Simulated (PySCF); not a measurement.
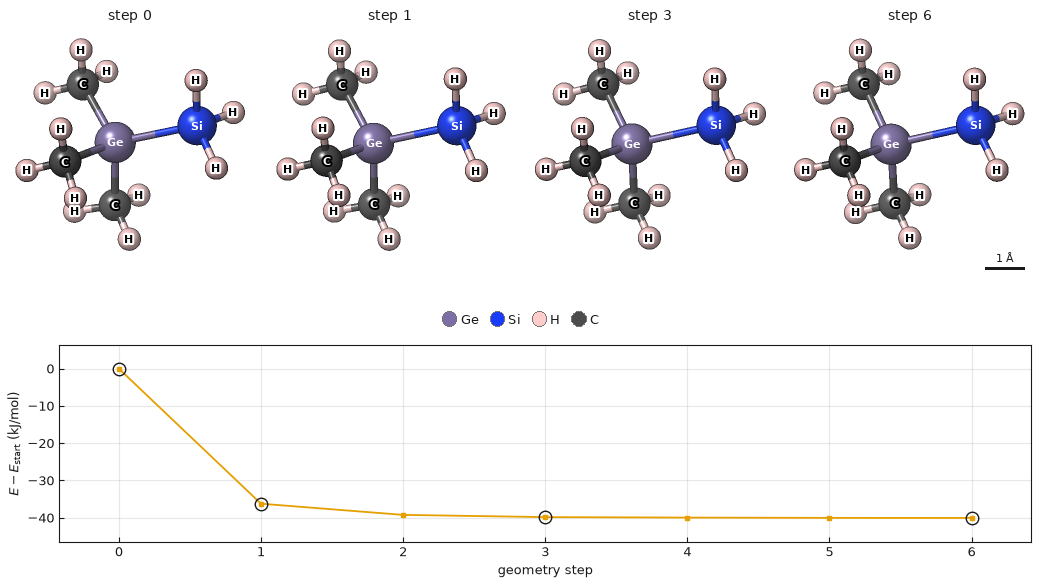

Frames of a relaxation of C3H12GeSi, marked on the history of the run. A ball-and-stick model, seen at a tilt.

The start comes from GFN2-xTB. Its atoms were then displaced at random by about 0.03 Å.

All numbers below come from PySCF, PBE0-D3(BJ)/def2-SVP geometry optimisation, gas phase. 

**Describe the path.**

The atom that moves furthest after the best rigid fit is the Ge atom (0.13 Å). By element the largest moves are Ge 0.13 Å, H 0.12 Å, C 0.06 Å, Si 0.04 Å. Among the contacts that change: C–Ge 2.075 → 1.961 Å, H–Si 1.440 → 1.498 Å, C–H 1.048 → 1.100 Å, Ge–Si 2.342 → 2.389 Å. Bond angles that change, for instance: Ge–C–H 104.8° → 110.8°, C–Ge–C 103.3° → 109.3°, Ge–C–H 116.6° → 110.9°. Over 6 geometry steps the energy falls by 40.0 kJ/mol. From step 0 to 1: an H atom moves most (0.14 Å), energy −36.2 kJ/mol. From step 1 to 3: an H atom moves most (0.07 Å), energy −3.60 kJ/mol. From step 3 to 6: an H atom moves most (0.05 Å), energy −0.22 kJ/mol.

| step | E − E(0), kJ/mol |
| --- | --- |
| 0 | 0.00 |
| 1 | -36.23 |
| 2 | -39.22 |
| 3 | -39.82 |
| 4 | -39.95 |
| 5 | -40.03 |
| 6 | -40.05 |
